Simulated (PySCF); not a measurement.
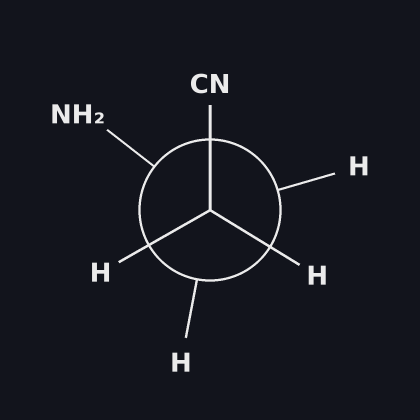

A Newman projection along the C–Si bond, carbon in front; angles are drawn as computed, but eclipsed bonds slightly apart. Computed geometry: PBE0-D3(BJ)/def2-SVP optimisation. No frequency run is at hand to confirm it as a minimum.

**Which molecule is it?**

C2H6N2Si, N#CC[SiH2]N

**What is the torsion angle from the front CN to the back NH2? The sign is positive where the front bond must turn clockwise to cover the back bond.**

−52°, synclinal (gauche). The conformation about this bond is staggered.
